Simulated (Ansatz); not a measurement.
# HOF (hypofluorous acid): SVWN5/STO-3G

Aim: the vertical singlet–triplet gap of HOF (hypofluorous acid) at SVWN5/STO-3G, from 2 runs. 

The results are computed with Ansatz 0.2.0.

55 further runs of the same task are left out: 1 that didn't finish, 54 set aside as unsound or not needed.

## Step 1: The molecule

HOF: 3 atoms, total charge 0, spin state singlet. As SMILES, `OF`. Geometry: relaxed at PBE0-D4/def2-TZVP.

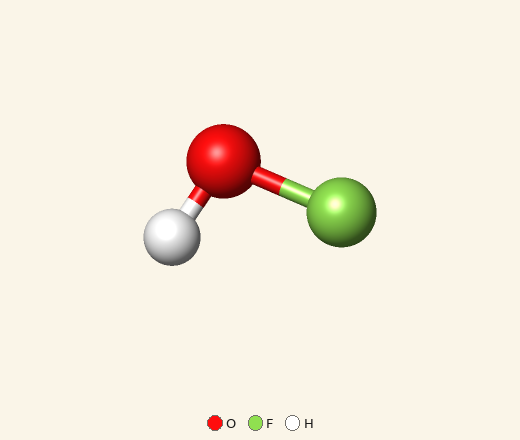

Viewed from a chosen angle; oxygen red, fluorine green, hydrogen white.

## Step 2: The energy at SVWN5/STO-3G

in.yaml

```yaml
crystal:
  periodic: [false, false, false]
  atoms:
    - {symbol: O, position_ang: [0.430590, -0.210340, 0.216330]}
    - {symbol: F, position_ang: [-0.221910, 1.014620, -0.010980]}
    - {symbol: H, position_ang: [-0.208690, -0.804280, -0.205350]}
basis:
  gaussian:
    orbitals: STO-3G
hamiltonian:
  xc: {name: SVWN5}
accuracy: high
```

Command:

```console
ansatz run in.yaml --threads 1 --pin off --max-ram 3480MiB --events-out events.jsonl --progress --plain --runs-dir runs
```

The program printed:

```text
Warning: RAYON_NUM_THREADS=1 ignored (pool sized by the plan → 1); use --threads N
Functional definition: SVWN5
  name "SVWN5"
  exchange = slater_x
  correlation = vwn5_c
168 factors; integrals over basis functions are off by at most 4.3e-8 eV
mean field evaluation 1: about -4675.9864 eV, gradient 8.3e0 eV
mean field evaluation 2: about -4675.9244 eV, gradient 1.0e1 eV
mean field evaluation 4: about -4676.2473 eV, gradient 2.5e-1 eV
mean field evaluation 8: about -4676.2098 eV, gradient 3.1e-3 eV
mean field evaluation 16: about -4676.2098 eV, gradient 1.6e-8 eV
mean field -4676.20975989 eV, -171.8475390273 hartree, gradient 1.6e-8 eV, S^2 0.000000; 0 other end points of the search recorded, 0 dependent functions left out
reference -4676.20976086 eV, -171.8475390627 hartree; 9, 9 occupied and 2, 2 virtual orbitals, 168 factors
Total energy: -4676.20976086 eV, -171.8475390627 hartree
```

Wall time 0.32 s (1 thread of Arm Neoverse V1, shared host).

## Step 3: The triplet, same level

run.yaml

```yaml
basis:
  gaussian:
    orbitals: STO-3G
crystal:
  periodic: [false, false, false]
  atoms:
    - {symbol: O, position_ang: [0.430590, -0.210340, 0.216330]}
    - {symbol: F, position_ang: [-0.221910, 1.014620, -0.010980]}
    - {symbol: H, position_ang: [-0.208690, -0.804280, -0.205350]}
magnetization:
  spin_polarized: true
  initial_magnetization: 2
hamiltonian:
  xc: {name: SVWN5}
accuracy: high
```

Command:

```console
ansatz run run.yaml --threads 1 --pin off --max-ram 3480MiB --events-out events.jsonl --progress --plain --runs-dir runs
```

The program printed:

```text
Warning: RAYON_NUM_THREADS=1 ignored (pool sized by the plan → 1); use --threads N
[... 4 set-up lines as earlier in the session ...]
168 factors; integrals over basis functions are off by at most 4.3e-8 eV
mean field evaluation 1: about -4671.4438 eV, gradient 6.9e0 eV
mean field evaluation 2: about -4669.3805 eV, gradient 1.7e1 eV
mean field evaluation 4: about -4671.8180 eV, gradient 3.3e-1 eV
mean field evaluation 8: about -4671.8022 eV, gradient 5.3e-3 eV
mean field evaluation 16: about -4671.8022 eV, gradient 1.6e-8 eV
mean field -4671.80215244 eV, -171.6855624411 hartree, gradient 1.6e-8 eV, S^2 2.001238; 3 other end points of the search recorded, 0 dependent functions left out
reference -4671.80215340 eV, -171.6855624762 hartree; 10, 8 occupied and 1, 3 virtual orbitals, 168 factors
Total energy: -4671.80215340 eV, -171.6855624762 hartree
```

Wall time 0.72 s (1 thread of Arm Neoverse V1, shared host).

## Step 4: Results

At SVWN5/STO-3G:

| quantity | value |
| --- | --- |
| singlet: total energy | -171.84754 Eh |
| triplet: total energy | -171.68556 Eh |
| triplet: ⟨S²⟩ | 2.001 |
| vertical energy of the triplet above the singlet | 4.408 eV |

At this shape the triplet lies 4.41 eV (425 kJ/mol) above the singlet. In a minimal basis such a difference can be off by several eV, whatever the method.
